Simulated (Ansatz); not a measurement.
The starting structures come from a database of crystals and need not be the phases stable at ambient conditions.

 Where the default PAW files enter, the runs use the earlier of Ansatz's two default sets.

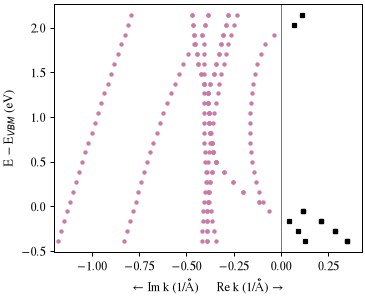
Complex bands at the centre of the two-dimensional zone; PBEsol in Ansatz (an electronic-structure program)

The gap is the functional's own. No spin-orbit coupling. Mid-gap values are interpolated on the energy grid.

Q: This is Zn(GaS₂)₂ (P-42m, not sure to be the ambient phase, 7 atoms a cell, 20.7 Å³ an atom) along the normal of (001). Read off the slowest decay at the centre of the two-dimensional zone at 0.94 eV, the computed energy nearest the middle of the gap.

A: κ ≈ 0.16 1/Å, a decay length 1/(2κ) of the density of 3.1 Å.
